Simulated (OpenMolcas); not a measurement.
**Multiconfigurational calculation for Ir³⁺ complex (part 2 of 2)**

Continued. System: Ir³⁺ with 6 ligands (O; octahedron, 2.06 Å), neutralised by 6 outer point charges of +1.5 e, whose field is part of the energies. Method: state-averaged CASSCF, active space 6 electrons in the shell 5d, basis ANO-RCC-VTZP on the metal and ANO-RCC-VDZP on the ligands, DKH2 scalar Hamiltonian, spin-orbit coupling by RASSI with atomic mean-field integrals (OpenMolcas).

## Output (extracts), continued
```
--- RASSI ---
SPIN-FREE ENERGIES:
  (Shifted by EMIN (a.u.) =     -18264.0975386977)

 SF State       Relative EMIN(au)   Rel lowest level(eV)    D:o, cm**(-1)

    51             0.0000000000        0.0000000000              0.0000
     6             0.0367135972        0.9990278747           8057.7032
     7             0.0367135972        0.9990278747           8057.7032
     8             0.0367135972        0.9990278747           8057.7032
     2             0.0407612410        1.1091698727           8946.0583
     3             0.0407612410        1.1091698727           8946.0583
     1             0.0407612410        1.1091698727           8946.0583
     9             0.0552505591        1.5034443031          12126.0961
    10             0.0552505591        1.5034443031          12126.0961
    11             0.0552505598        1.5034443223          12126.0962
    52             0.0638057479        1.7362428518          14003.7430
    53             0.0638057479        1.7362428518          14003.7430
    54             0.0638057479        1.7362428518          14003.7430
    55             0.0996424988        2.7114105215          21869.0007
    56             0.0996424988        2.7114105215          21869.0007
    57             0.0996424988        2.7114105215          21869.0007
    12             0.1036164495        2.8195472294          22741.1821
    13             0.1036164495        2.8195472294          22741.1821
    14             0.1036164495        2.8195472294          22741.1821
    17             0.1094561387        2.9784532678          24022.8457
    15             0.1094561387        2.9784532678          24022.8457
    16             0.1094561387        2.9784532678          24022.8457
     5             0.1134730544        3.0877591107          24904.4568
     4             0.1134730544        3.0877591107          24904.4568
    20             0.1234211703        3.3584611368          27087.8159
    18             0.1234211703        3.3584611368          27087.8159
    19             0.1234211703        3.3584611368          27087.8159
    21             0.1249686642        3.4005705891          27427.4515
    22             0.1249686649        3.4005706092          27427.4517
    23             0.1304471765        3.5496485040          28629.8460
    24             0.1304471771        3.5496485199          28629.8461
    25             0.1304471771        3.5496485199          28629.8461
    58             0.1391077438        3.7853145472          30530.6208
    59             0.1391077438        3.7853145472          30530.6208
    60             0.1391774696        3.7872118815          30545.9238
    61             0.1391774696        3.7872118815          30545.9238
    62             0.1391774696        3.7872118815          30545.9238
    63             0.1444332839        3.9302298736          31699.4417
    64             0.1617036248        4.4001797914          35489.8434
    65             0.1617036248        4.4001797914          35489.8434
Eigenvalues of complex Hamiltonian:
   -----------------------------------
  (Shifted by EMIN (a.u.) =     -18264.0975386977)

 SO State       Relative EMIN(au)   Rel lowest level(eV)    D:o, cm**(-1)

     1            -0.0298987108        0.0000000000              0.0000
     2            -0.0008416639        0.7906825274           6377.2847
     3            -0.0008416640        0.7906825255           6377.2846
     4             0.0035229383        0.9094494030           7335.2041
     5             0.0035229383        0.9094494036           7335.2041
     6             0.0035229383        0.9094494053           7335.2041
     7             0.0060264810        0.9775742711           7884.6682
     8             0.0060264811        0.9775742736           7884.6683
     9             0.0060264810        0.9775742722           7884.6682
    10             0.0184918402        1.3167739743          10620.4983
    11             0.0184918402        1.3167739742          10620.4983
    12             0.0184918402        1.3167739743          10620.4983
    13             0.0264381282        1.5330034876          12364.5070
    14             0.0283190942        1.5841871785          12777.3313
    15             0.0283190943        1.5841871815          12777.3313
    16             0.0283190942        1.5841871806          12777.3313
    17             0.0381454515        1.8515759848          14933.9675
    18             0.0381454516        1.8515759853          14933.9675
    19             0.0408196826        1.9243455177          15520.8933
    20             0.0408196827        1.9243455207          15520.8933
    21             0.0408196827        1.9243455205          15520.8933
    22             0.0510414073        2.2024928173          17764.3026
    23             0.0510414076        2.2024928264          17764.3027
    24             0.0531292521        2.2593059687          18222.5316
    25             0.0531292522        2.2593059708          18222.5316
    26             0.0531292521        2.2593059692          18222.5316
    27             0.0580059942        2.3920088827          19292.8527
    28             0.0580059945        2.3920088893          19292.8528
    29             0.0580059945        2.3920088907          19292.8528
    30             0.0588528861        2.4150539836          19478.7240
    31             0.0619388637        2.4990277117          20156.0178
    32             0.0619388637        2.4990277128          20156.0178
    33             0.0619388637        2.4990277138          20156.0178
    34             0.0630679707        2.5297522784          20403.8282
    35             0.0630679708        2.5297522830          20403.8282
    36             0.0630679708        2.5297522812          20403.8282
    37             0.0700485841        2.7197044466          21935.8957
    38             0.0777364062        2.9289007425          23623.1776
    39             0.0777364062        2.9289007429          23623.1776
    40             0.0788813152        2.9600553042          23874.4561
    41             0.0788813152        2.9600553038          23874.4561
Weights of the five most important spin-orbit-free states for each spin-orbit state.

 SO State  Total energy (au)           Spin-free states, spin, and weights
 -------------------------------------------------------------------------------------------------------
    1        -0.029899      51 0.0  0.6019    7 1.0  0.1045    6 1.0  0.1045    8 1.0  0.1045    3 2.0  0.0169
    2        -0.000842       7 1.0  0.2694    2 2.0  0.2154    8 1.0  0.1095    9 1.0  0.1069    3 2.0  0.0873
    3        -0.000842       6 1.0  0.2406    1 2.0  0.1922    8 1.0  0.1672    3 2.0  0.1337   10 1.0  0.1201
    4         0.003523       1 2.0  0.3557    8 1.0  0.1284    7 1.0  0.1282   11 1.0  0.1094   10 1.0  0.1079
    5         0.003523       3 2.0  0.3545    6 1.0  0.1284    7 1.0  0.1277    9 1.0  0.1094   10 1.0  0.1093
    6         0.003523       2 2.0  0.3547    6 1.0  0.1282    8 1.0  0.1277   11 1.0  0.1093    9 1.0  0.1079
    7         0.006026       6 1.0  0.2610    7 1.0  0.2600    2 2.0  0.1708    1 2.0  0.1706    9 1.0  0.0235
    8         0.006026       8 1.0  0.2610    7 1.0  0.2605    2 2.0  0.1707    3 2.0  0.1706   11 1.0  0.0235
    9         0.006026       6 1.0  0.2605    8 1.0  0.2600    3 2.0  0.1708    1 2.0  0.1707   11 1.0  0.0235
   10         0.018492       3 2.0  0.5285    2 2.0  0.1166    1 2.0  0.1163    6 1.0  0.0706    7 1.0  0.0703
   11         0.018492       1 2.0  0.5288    3 2.0  0.1163    2 2.0  0.1163    8 1.0  0.0706    7 1.0  0.0705
   12         0.018492       2 2.0  0.5285    3 2.0  0.1166    1 2.0  0.1163    6 1.0  0.0705    8 1.0  0.0703
```

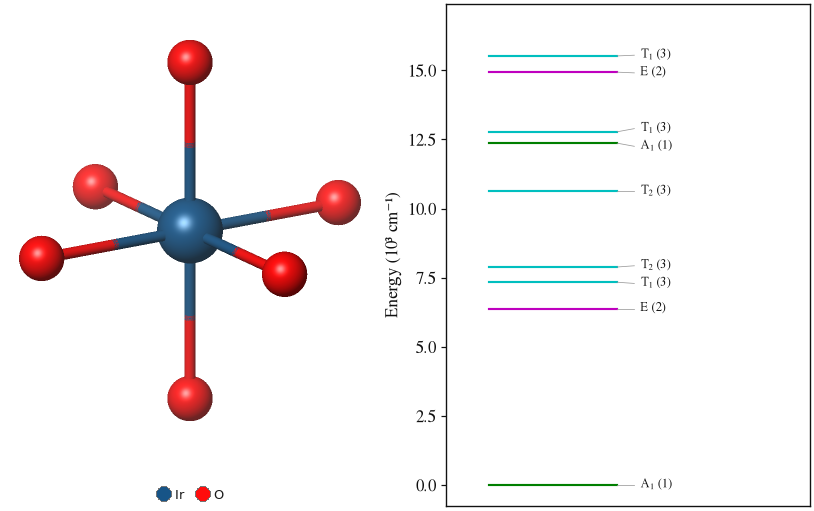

Figure 1. Ir³⁺ (5d⁶) with 6 ligands, O²⁻, at 2.06 Å (arrangement: octahedron, Oh), neutralised by outer point charges of +1.5 e, and its levels. Labels give the representation in O, Td, D4 or D3 as the site allows (double group for half-integer spin) where it could be assigned and, in brackets, the degeneracy; spin-free states, where drawn, share the zero of the spin-orbit levels. The ground level is A₁, non-degenerate, 61 % from states of spin multiplicity 1. The next level lies at 6,380 cm⁻¹ (E). The active orbitals hold 73 to 90 % metal character (Löwdin), and the Mulliken charge of the metal is +2.16.

## Results in brief

- outcome: converged
- energy of the lowest spin-free term: −18264.09754 hartree
- energy of the lowest spin-orbit level: −18264.12744 hartree
- largest spread among components of a term: 0.0 cm⁻¹
- hardware: 1 thread of Arm Neoverse V1, 24 GiB of memory available, shared host
- wall time: 88 s
- peak memory: 0.6 GiB

## Remarks

Without dynamic correlation the splittings between terms come out too large, often by 20 to 50 %. To bear in mind: small active space favours high spin, ground spin may be wrong; covalent bonds, ligand orbitals missing from the active space; bare point charges leave oxide and sulfide ligands too diffuse, field too small; distances are set from ionic radii, not optimised.
